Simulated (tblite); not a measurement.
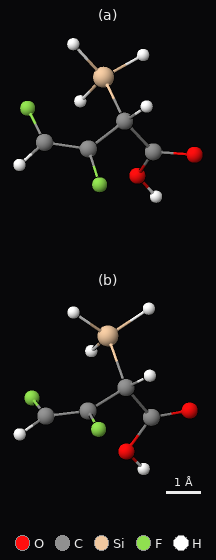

The structure of C4H6F2O2Si before (top) and after (bottom) a relaxation, at one scale.

The picture is a ball-and-stick view, seen at a tilt.

Computed with GFN2-xTB geometry optimisation, gas phase (tblite). 

> Describe what moved and what it gained.

The largest moves after the best rigid fit, 0.93 Å, are those of O and F atoms. Largest moves by element: F 0.93 Å, O 0.93 Å, H 0.63 Å, C 0.31 Å, Si 0.23 Å. Near-neighbour distances that change, for instance: F–Si 2.548 → 2.904 Å, C–Si 1.862 → 1.938 Å, C–O 1.278 → 1.202 Å, H–O 1.017 → 0.970 Å. Among the angles between lasting bonds that change: C–O–H 125.3° → 110.2°, O–C–C 123.7° → 113.1°, O–C–C 115.2° → 124.2°. Groups turn about C–C by about 35°, C–C by about 35°. The energy falls by 20.8 kcal/mol in 124 geometry steps. Cost: 1.4 s on 1 thread of Arm Neoverse N1, with other jobs on the host.
